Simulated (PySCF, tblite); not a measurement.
# C2H2O: tautomers, part 1 of 2

Aim: compute the tautomers of C2H2O (`C#CO`).

Computed with tblite 0.8.0 and PySCF 2.14.0 and routines of our own; the level stands in each step. Atoms count from 0.

### 1 The system as given

5 atoms, charge 0, multiplicity 1; geometry from: start built from the parent or by distance geometry.

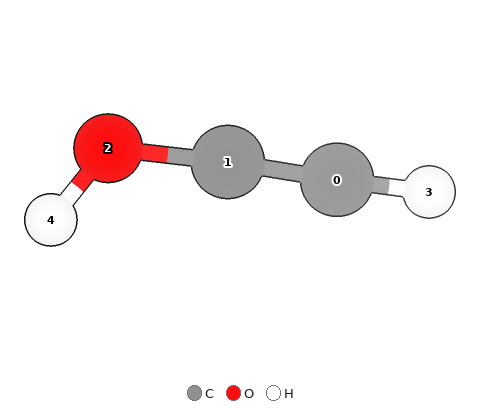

The starting geometry (carbon grey, oxygen red, hydrogen white).

### 2 Relaxing the molecule with GFN2-xTB

Job settings and geometry (Å):

```
{"job": {"kind": "relax", "xc": "GFN2-xTB", "basis": "xTB"}, "charge": 0, "multiplicity": 1}
C      1.164400     0.033500    -0.279100
C     -0.077200    -0.030500    -0.170500
O     -1.414800    -0.117800     0.014100
H      2.197300     0.111500    -0.405600
H     -1.852300     0.009000     0.935700
```

Run with:

```bash
OMP_NUM_THREADS=1 python redox_run.py task.json out
```

The driver reads the jobs from task.json and runs them one after another.

What it wrote:

```text
step      E/eV     max force
  0    -252.09527    5.174
  1    -251.95542   10.654
  2    -252.35301    1.215
  3    -252.40736    0.786
  4    -252.47225    0.481
  5    -252.47863    0.305
  6    -252.48217    0.155
  7    -252.48252    0.111
  8    -252.48353    0.190
  9    -252.48472    0.287
 10    -252.48574    0.236
 11    -252.48615    0.077
 12    -252.48618    0.008
```

Run time: 0.03 s. Hardware: 1 thread of Arm Neoverse V1, shared host.

The steps of the relaxation: (the energy doesn't fall at every step)

| step | energy from step 0 (eV) | largest force (eV/Å) |
| --- | --- | --- |
| 0 | 0.0000 | 5.1740 |
| 1 | 0.1398 | 10.6538 |
| 2 | -0.2577 | 1.2154 |
| 3 | -0.3121 | 0.7863 |
| 4 | -0.3770 | 0.4807 |
| 5 | -0.3834 | 0.3050 |
| 6 | -0.3869 | 0.1555 |
| 7 | -0.3872 | 0.1107 |
| 8 | -0.3883 | 0.1902 |
| 9 | -0.3895 | 0.2874 |
| 10 | -0.3905 | 0.2359 |
| 11 | -0.3909 | 0.0768 |
| 12 | -0.3909 | 0.0076 |

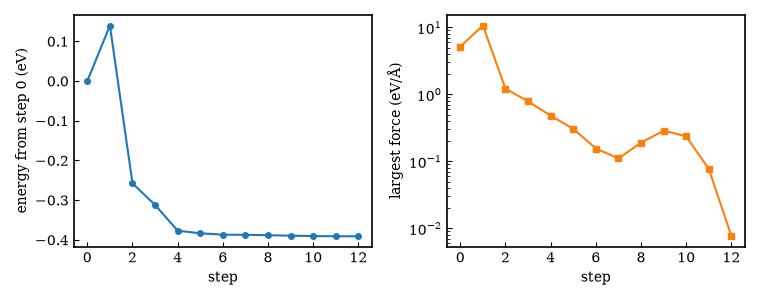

Energy and force, step by step.

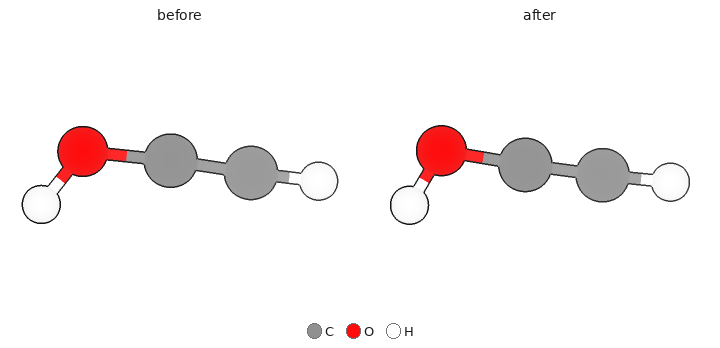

The geometry before (left) and after (right).

Distances of close pairs at the start and the end, largest changes first:

| bond | before (Å) | after (Å) | change (Å) |
| --- | --- | --- | --- |
| O2–H4 | 1.028 | 0.964 | -0.064 |
| C0–C1 | 1.248 | 1.196 | -0.052 |
| C1–O2 | 1.353 | 1.304 | -0.049 |
| C0–H3 | 1.044 | 1.045 | +0.002 |

The end geometry stands in the next job.

### 3 Infrared spectrum with GFN2-xTB

Job settings and geometry (Å):

```
{"job": {"kind": "ir", "xc": "GFN2-xTB", "basis": "xTB"}, "charge": 0, "multiplicity": 1}
C      1.085629     0.042145    -0.250126
C     -0.100944    -0.032790    -0.120860
O     -1.398871    -0.121220    -0.025017
H      2.119182     0.103540    -0.393685
H     -1.687753     0.014030     0.884178
```

What it wrote:

```text
mode    cm-1     km/mol
  1     270.1     26.45
  2     298.8     11.72
  3     592.9     14.70
  4     634.5     29.11
  5    1086.7    140.71
  6    1154.4    148.91
  7    2352.1    200.51
  8    3435.4     26.84
  9    3501.9     21.23
ZPE 79.713  H(298)-E 92.866  G(298)-E 17.638 kJ/mol  S 252.31 J/(mol K)
```

It took 0.07 s on 1 thread of Arm Neoverse V1, shared host.

Which atoms move in the most intense modes:

| cm⁻¹ | km/mol | atoms |
| --- | --- | --- |
| 270 | 26.4 | C1 59 %, C0 26 % |
| 593 | 14.7 | H3 80 %, C1 12 % |
| 634 | 29.1 | H3 85 % |
| 1087 | 140.7 | O2 57 %, C0 30 % |
| 1154 | 148.9 | H4 84 % |
| 2352 | 200.5 | C1 61 %, C0 28 % |
| 3435 | 26.8 | H3 86 %, C0 13 % |
| 3502 | 21.2 | H4 94 % |

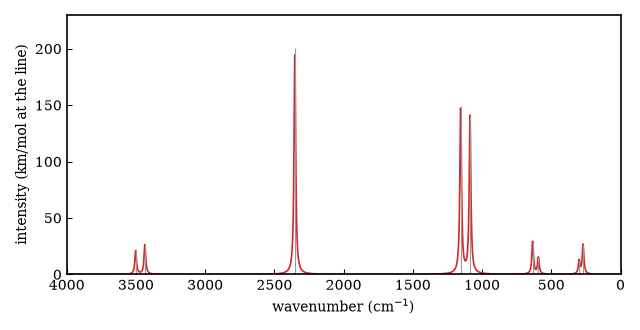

The infrared spectrum from these modes, unscaled. Lines are broadened to a width of 14 cm⁻¹ (Lorentzian).

### 4 Geometry optimisation at PBE0-D3(BJ)/def2-SVP

Job settings and geometry (Å):

```
{"job": {"xc": "PBE0", "basis": "def2-SVP", "d3": "d3bj", "grid": 1, "kind": "geom"}, "charge": 0, "multiplicity": 1}
C      1.085629     0.042145    -0.250126
C     -0.100944    -0.032790    -0.120860
O     -1.398871    -0.121220    -0.025017
H      2.119182     0.103540    -0.393685
H     -1.687753     0.014030     0.884178
```

What it wrote:

```text
step   0  E = -152.25227413  max force = 0.033323
step   1  E = -152.25327238  max force = 0.003783
step   2  E = -152.25328421  max force = 0.000666
step   3  E = -152.25328787  max force = 0.000447
optimisation converged
```

It took 2.4 s on 1 thread of Arm Neoverse V1, shared host.

Step by step:

| step | energy from step 0 (eV) | largest force component (eV/Å) |
| --- | --- | --- |
| 0 | 0.0000 | 1.7135 |
| 1 | -0.0272 | 0.1945 |
| 2 | -0.0275 | 0.0342 |
| 3 | -0.0276 | 0.0230 |

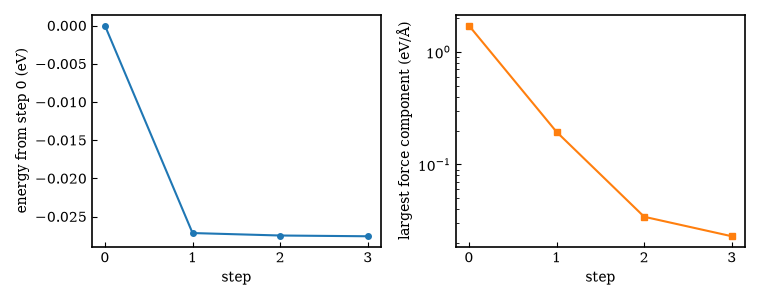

Energy and largest force along the relaxation.

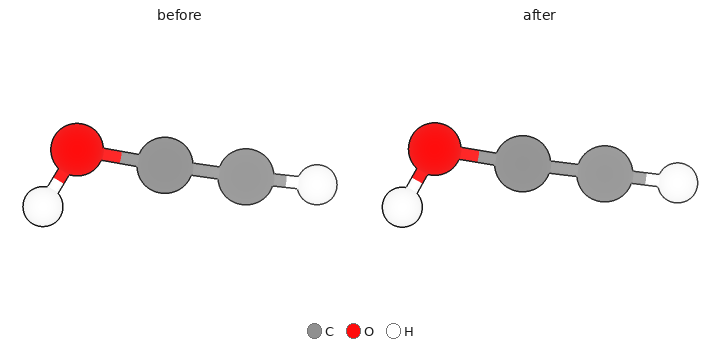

Before and after, at one scale.

Close pairs (by a distance rule), those that changed most:

| bond | before (Å) | after (Å) | change (Å) |
| --- | --- | --- | --- |
| C0–H3 | 1.045 | 1.072 | +0.027 |
| C0–C1 | 1.196 | 1.209 | +0.013 |
| C1–O2 | 1.304 | 1.301 | -0.004 |
| O2–H4 | 0.964 | 0.966 | +0.003 |

The next job starts from the end point, and lists it.

| at the end point | value |
| --- | --- |
| point group (found at 0.08 Å tolerance) | Cs |
| rotational constants (GHz, main isotopes) | 668.1, 9.747, 9.607 |
| dipole moment (D) | 1.85 |

### 5 Harmonic vibrations (C₂H₂O): PBE0-D3(BJ)/def2-SVP

Job settings and geometry (Å):

```
{"job": {"xc": "PBE0", "basis": "def2-SVP", "d3": "d3bj", "grid": 2, "kind": "hessian"}, "charge": 0, "multiplicity": 1}
C      1.078890     0.045718    -0.274678
C     -0.117868    -0.036165    -0.120801
O     -1.409852    -0.136826    -0.008328
H      2.139882     0.117258    -0.410497
H     -1.672853     0.015718     0.908971
```

What it wrote:

```text
coarse grid: 4504 points
cycle   1  E = -152.1744346525  dE =  4.442e-01  |g| = 4.960e-01  |ddm| = 2.530e+00
cycle   2  E = -152.1568226253  dE =  1.761e-02  |g| = 5.728e-01  |ddm| = 7.678e-01
cycle   3  E = -152.2202938473  dE = -6.347e-02  |g| = 1.351e-01  |ddm| = 4.562e-01
cycle   4  E = -152.2244821573  dE = -4.188e-03  |g| = 4.904e-02  |ddm| = 1.407e-01
cycle   5  E = -152.2249986545  dE = -5.165e-04  |g| = 1.025e-02  |ddm| = 4.164e-02
cycle   6  E = -152.2250238363  dE = -2.518e-05  |g| = 1.591e-03  |ddm| = 1.072e-02
cycle   7  E = -152.2250244954  dE = -6.591e-07  |g| = 1.149e-04  |ddm| = 1.761e-03
final grid: 44368 points
cycle   8  E = -152.2532914322  dE = -9.240e-06  |g| = 4.964e-03  |ddm| = 1.816e-02
cycle   9  E = -152.2532851907  dE =  6.242e-06  |g| = 7.463e-03  |ddm| = 8.821e-03
cycle  10  E = -152.2532962491  dE = -1.106e-05  |g| = 1.167e-03  |ddm| = 5.637e-03
cycle  11  E = -152.2532965830  dE = -3.339e-07  |g| = 2.490e-04  |ddm| = 1.078e-03
cycle  12  E = -152.2532965971  dE = -1.403e-08  |g| = 5.064e-05  |ddm| = 2.318e-04
cycle  13  E = -152.2532965977  dE = -6.841e-10  |g| = 4.481e-06  |ddm| = 4.901e-05
cycle  14  E = -152.2532965977  dE = -5.571e-12  |g| = 4.894e-07  |ddm| = 5.886e-06
converged SCF energy = -152.2532965977

mode    cm-1
  1     409.7
  2     473.2
  3     580.2
  4     684.2
  5    1133.1
  6    1229.0
  7    2317.9
  8    3510.5
  9    3837.5
ZPE 84.787  H(298)-E 96.992  G(298)-E 23.515 kJ/mol  S 246.44 J/(mol K)
```

It took 13 s on 1 thread of Arm Neoverse V1, shared host.

Zero-point energy 84.79 kJ/mol (xTB gave 79.71).

### 6 Single point (C2H2O): M06-2X/def2-TZVP

Geometry: PBE0-D3(BJ)/def2-SVP.

Job settings and geometry (Å):

```
{"job": {"kind": "sp", "xc": "M06-2X", "basis": "def2-TZVP", "grid": 3}, "charge": 0, "multiplicity": 1}
C      1.078890     0.045718    -0.274678
C     -0.117868    -0.036165    -0.120801
O     -1.409852    -0.136826    -0.008328
H      2.139882     0.117258    -0.410497
H     -1.672853     0.015718     0.908971
```

What it wrote:

```text
coarse grid: 20488 points
cycle   1  E = -152.5022508374  dE =  5.132e-01  |g| = 4.624e-01  |ddm| = 2.417e+00
cycle   2  E = -152.5084654417  dE = -6.215e-03  |g| = 4.374e-01  |ddm| = 6.008e-01
cycle   3  E = -152.5428431827  dE = -3.438e-02  |g| = 9.524e-02  |ddm| = 3.448e-01
cycle   4  E = -152.5447233938  dE = -1.880e-03  |g| = 4.038e-02  |ddm| = 7.018e-02
cycle   5  E = -152.5450496428  dE = -3.262e-04  |g| = 9.149e-03  |ddm| = 4.320e-02
cycle   6  E = -152.5450654912  dE = -1.585e-05  |g| = 2.318e-03  |ddm| = 8.203e-03
cycle   7  E = -152.5450668277  dE = -1.336e-06  |g| = 3.007e-04  |ddm| = 2.750e-03
final grid: 61936 points
cycle   8  E = -152.5454812683  dE = -3.981e-06  |g| = 9.276e-04  |ddm| = 1.534e-02
cycle   9  E = -152.5454812491  dE =  1.922e-08  |g| = 1.009e-03  |ddm| = 1.690e-03
cycle  10  E = -152.5454814568  dE = -2.078e-07  |g| = 2.178e-04  |ddm| = 6.057e-04
cycle  11  E = -152.5454814656  dE = -8.763e-09  |g| = 1.297e-04  |ddm| = 2.130e-04
cycle  12  E = -152.5454814689  dE = -3.340e-09  |g| = 1.725e-05  |ddm| = 1.398e-04
converged SCF energy = -152.5454814689
```

It took 3 s on 1 thread of Arm Neoverse V1, shared host.

### 7 Geometry optimisation with GFN2-xTB

This step treats C₂H₂O, `C=C=O`.

Job settings and geometry (Å):

```
{"job": {"kind": "relax", "xc": "GFN2-xTB", "basis": "xTB"}, "charge": 0, "multiplicity": 1}
C     -0.541000     0.009700    -0.063100
C      0.746800    -0.016300     0.055900
O      2.010300    -0.066500     0.210000
H     -1.060800     0.995800    -0.143500
H     -1.138000    -0.917100    -0.093700
```

What it wrote:

```text
step      E/eV     max force
  0    -253.01038    7.852
  1    -252.57861   19.557
  2    -253.46545    3.468
  3    -253.53964    1.389
  4    -253.55915    0.566
  5    -253.56026    0.113
  6    -253.56050    0.056
  7    -253.56059    0.056
  8    -253.56074    0.042
  9    -253.56077    0.015
 10    -253.56077    0.011
 11    -253.56078    0.011
 12    -253.56078    0.007
```

It took 0.03 s on 1 thread of Arm Neoverse V1, shared host.

The steps of the relaxation: (the energy doesn't fall at every step)

| step | energy from step 0 (eV) | largest force (eV/Å) |
| --- | --- | --- |
| 0 | 0.0000 | 7.8523 |
| 1 | 0.4318 | 19.5574 |
| 2 | -0.4551 | 3.4677 |
| 3 | -0.5293 | 1.3890 |
| 4 | -0.5488 | 0.5662 |
| 5 | -0.5499 | 0.1131 |
| 6 | -0.5501 | 0.0555 |
| 7 | -0.5502 | 0.0557 |
| 8 | -0.5504 | 0.0418 |
| 9 | -0.5504 | 0.0150 |
| 10 | -0.5504 | 0.0110 |
| 11 | -0.5504 | 0.0107 |
| 12 | -0.5504 | 0.0067 |

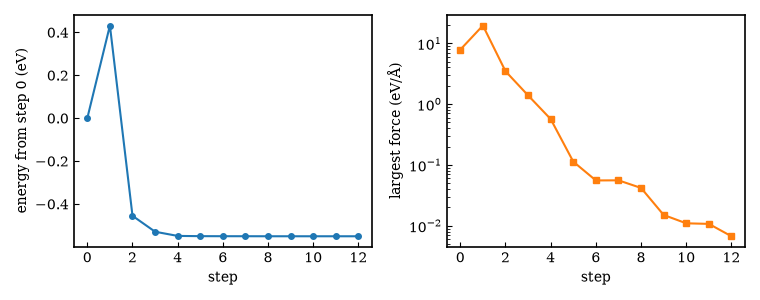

Energy and force, step by step.

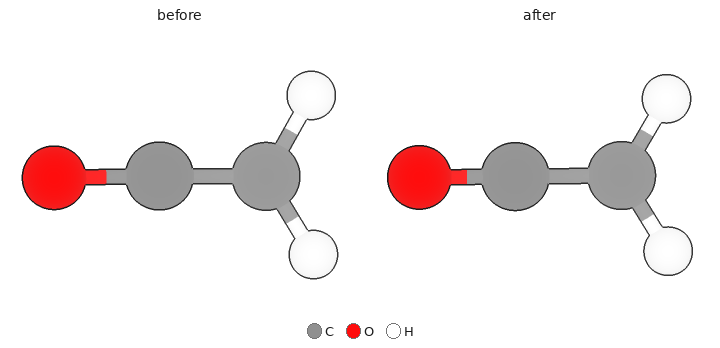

Before and after, at one scale.

Close pairs (by a distance rule), those that changed most:

| bond | before (Å) | after (Å) | change (Å) |
| --- | --- | --- | --- |
| C1–O2 | 1.274 | 1.162 | -0.112 |
| C0–H3 | 1.118 | 1.072 | -0.046 |
| C0–H4 | 1.103 | 1.072 | -0.031 |
| C0–C1 | 1.294 | 1.289 | -0.005 |

The next job starts from the end point, and lists it.

### 8 Infrared spectrum with GFN2-xTB

Job settings and geometry (Å):

```
{"job": {"kind": "ir", "xc": "GFN2-xTB", "basis": "xTB"}, "charge": 0, "multiplicity": 1}
C     -0.519567     0.017795    -0.061478
C      0.761567    -0.024710     0.071897
O      1.916701    -0.061514     0.191297
H     -1.036252     0.953539    -0.142164
H     -1.105205    -0.879405    -0.093921
```

What it wrote:

```text
mode    cm-1     km/mol
  1     384.2      0.88
  2     437.7     63.19
  3     676.3     65.04
  4     888.6     29.29
  5    1198.5     28.21
  6    1376.1      6.17
  7    2308.1    951.72
  8    3140.1      9.37
  9    3161.6      0.93
ZPE 81.174  H(298)-E 93.200  G(298)-E 20.785 kJ/mol  S 242.88 J/(mol K)
```

Run time: 0.08 s. Hardware: 1 thread of Arm Neoverse V1, shared host.

Which atoms move in the most intense modes:

| cm⁻¹ | km/mol | atoms |
| --- | --- | --- |
| 438 | 63.2 | C1 66 %, C0 19 %, O2 13 % |
| 676 | 65.0 | H4 40 %, H3 40 %, C0 12 % |
| 889 | 29.3 | C1 26 %, H4 25 %, H3 25 %, C0 22 % |
| 1198 | 28.2 | H3 30 %, H4 30 %, O2 24 %, C0 14 % |
| 1376 | 6.2 | C0 43 %, H3 19 %, H4 19 %, O2 18 % |
| 2308 | 951.7 | C1 70 %, O2 19 % |
| 3140 | 9.4 | H3 48 %, H4 47 % |
| 3162 | 0.9 | H4 46 %, H3 44 % |

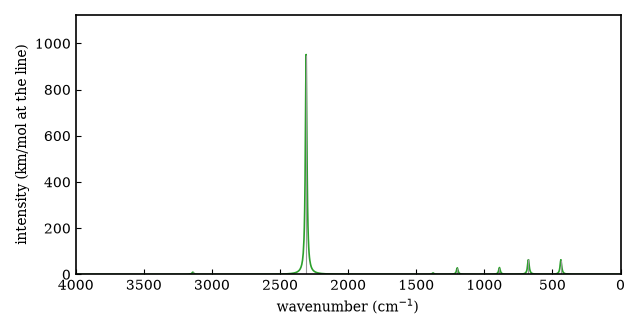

The infrared spectrum from these modes, unscaled. Lines are broadened to a width of 14 cm⁻¹ (Lorentzian).

### 9 Relaxing the molecule at PBE0-D3(BJ)/def2-SVP

This step treats C2H2O, `C=C=O`.

Job settings and geometry (Å):

```
{"job": {"xc": "PBE0", "basis": "def2-SVP", "d3": "d3bj", "grid": 1, "kind": "geom"}, "charge": 0, "multiplicity": 1}
C     -0.519567     0.017795    -0.061478
C      0.761567    -0.024710     0.071897
O      1.916701    -0.061514     0.191297
H     -1.036252     0.953539    -0.142164
H     -1.105205    -0.879405    -0.093921
```

What it wrote:

```text
step   0  E = -152.31256934  max force = 0.033330
step   1  E = -152.31400945  max force = 0.002447
step   2  E = -152.31401333  max force = 0.000045
optimisation converged
```

Run time: 1.6 s. Hardware: 1 thread of Arm Neoverse V1, shared host.

Along the way:

| step | energy from step 0 (eV) | largest force component (eV/Å) |
| --- | --- | --- |
| 0 | 0.0000 | 1.7139 |
| 1 | -0.0392 | 0.1258 |
| 2 | -0.0393 | 0.0023 |

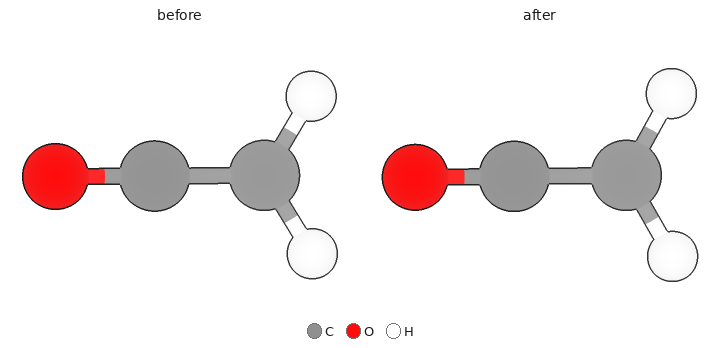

Before and after, at one scale.

Close pairs (by a distance rule), those that changed most:

| bond | before (Å) | after (Å) | change (Å) |
| --- | --- | --- | --- |
| C0–C1 | 1.289 | 1.315 | +0.026 |
| C0–H4 | 1.072 | 1.090 | +0.018 |
| C0–H3 | 1.072 | 1.090 | +0.018 |
| C1–O2 | 1.162 | 1.161 | -0.001 |

The end geometry stands in the next job.

| at the end point | value |
| --- | --- |
| point group (found at 0.08 Å tolerance) | C2v |
| rotational constants (GHz, main isotopes) | 278.5, 10.276, 9.910 |
| dipole moment (D) | 1.37 |

### 10 Harmonic vibrations (C2H2O, C=C=O): PBE0-D3(BJ)/def2-SVP

Job settings and geometry (Å):

```
{"job": {"xc": "PBE0", "basis": "def2-SVP", "d3": "d3bj", "grid": 2, "kind": "hessian"}, "charge": 0, "multiplicity": 1}
C     -0.537157     0.020250    -0.063638
C      0.769858    -0.026821     0.071533
O      1.923644    -0.068762     0.190493
H     -1.034314     0.987032    -0.143088
H     -1.106833    -0.908597    -0.093393
```

What it wrote:

```text
coarse grid: 4504 points
cycle   1  E = -152.2065148521  dE =  4.275e-01  |g| = 6.247e-01  |ddm| = 2.477e+00
cycle   2  E = -151.9808274781  dE =  2.257e-01  |g| = 1.266e+00  |ddm| = 1.239e+00
cycle   3  E = -152.2770514511  dE = -2.962e-01  |g| = 1.782e-01  |ddm| = 8.953e-01
cycle   4  E = -152.2847145964  dE = -7.663e-03  |g| = 4.621e-02  |ddm| = 1.794e-01
cycle   5  E = -152.2852389395  dE = -5.243e-04  |g| = 1.116e-02  |ddm| = 5.439e-02
cycle   6  E = -152.2852731209  dE = -3.418e-05  |g| = 1.561e-03  |ddm| = 1.228e-02
cycle   7  E = -152.2852736921  dE = -5.711e-07  |g| = 2.093e-04  |ddm| = 1.647e-03
final grid: 44368 points
cycle   8  E = -152.3140076515  dE =  5.842e-06  |g| = 1.011e-02  |ddm| = 1.686e-02
cycle   9  E = -152.3139319394  dE =  7.571e-05  |g| = 2.192e-02  |ddm| = 2.071e-02
cycle  10  E = -152.3140277888  dE = -9.585e-05  |g| = 7.284e-04  |ddm| = 1.512e-02
cycle  11  E = -152.3140279400  dE = -1.512e-07  |g| = 1.414e-04  |ddm| = 9.286e-04
cycle  12  E = -152.3140279435  dE = -3.505e-09  |g| = 5.893e-05  |ddm| = 1.434e-04
cycle  13  E = -152.3140279444  dE = -9.456e-10  |g| = 1.069e-05  |ddm| = 6.211e-05
cycle  14  E = -152.3140279445  dE = -3.047e-11  |g| = 7.767e-07  |ddm| = 1.136e-05
converged SCF energy = -152.3140279445

mode    cm-1
  1     432.7
  2     566.6
  3     586.8
  4     960.9
  5    1174.7
  6    1396.2
  7    2294.8
  8    3207.6
  9    3319.2
ZPE 83.377  H(298)-E 95.117  G(298)-E 23.066 kJ/mol  S 241.66 J/(mol K)
```

Run time: 11 s. Hardware: 1 thread of Arm Neoverse V1, shared host.

Zero-point energy 83.38 kJ/mol (xTB gave 81.17).

### 11 Single point (C2H2O, C=C=O): M06-2X/def2-TZVP

Geometry: PBE0-D3(BJ)/def2-SVP.

Job settings and geometry (Å):

```
{"job": {"kind": "sp", "xc": "M06-2X", "basis": "def2-TZVP", "grid": 3}, "charge": 0, "multiplicity": 1}
C     -0.537157     0.020250    -0.063638
C      0.769858    -0.026821     0.071533
O      1.923644    -0.068762     0.190493
H     -1.034314     0.987032    -0.143088
H     -1.106833    -0.908597    -0.093393
```

What it wrote:

```text
coarse grid: 20488 points
cycle   1  E = -152.5219722041  dE =  5.113e-01  |g| = 6.119e-01  |ddm| = 1.870e+00
cycle   2  E = -152.4261294320  dE =  9.584e-02  |g| = 9.971e-01  |ddm| = 7.773e-01
cycle   3  E = -152.5963434304  dE = -1.702e-01  |g| = 9.704e-02  |ddm| = 5.046e-01
cycle   4  E = -152.5981981485  dE = -1.855e-03  |g| = 4.006e-02  |ddm| = 7.052e-02
cycle   5  E = -152.5985962655  dE = -3.981e-04  |g| = 7.914e-03  |ddm| = 3.637e-02
cycle   6  E = -152.5986155736  dE = -1.931e-05  |g| = 2.372e-03  |ddm| = 6.789e-03
cycle   7  E = -152.5986178104  dE = -2.237e-06  |g| = 7.559e-04  |ddm| = 2.908e-03
final grid: 61936 points
cycle   8  E = -152.5990670786  dE = -3.097e-06  |g| = 1.438e-03  |ddm| = 1.270e-02
cycle   9  E = -152.5990668546  dE =  2.240e-07  |g| = 2.030e-03  |ddm| = 2.051e-03
cycle  10  E = -152.5990675507  dE = -6.961e-07  |g| = 2.131e-04  |ddm| = 8.897e-04
cycle  11  E = -152.5990675571  dE = -6.378e-09  |g| = 1.596e-04  |ddm| = 2.383e-04
cycle  12  E = -152.5990675631  dE = -6.042e-09  |g| = 2.196e-05  |ddm| = 1.374e-04
converged SCF energy = -152.5990675631
```

Run time: 3.3 s. Hardware: 1 thread of Arm Neoverse V1, shared host.

(Continued in part 2 of 2.)
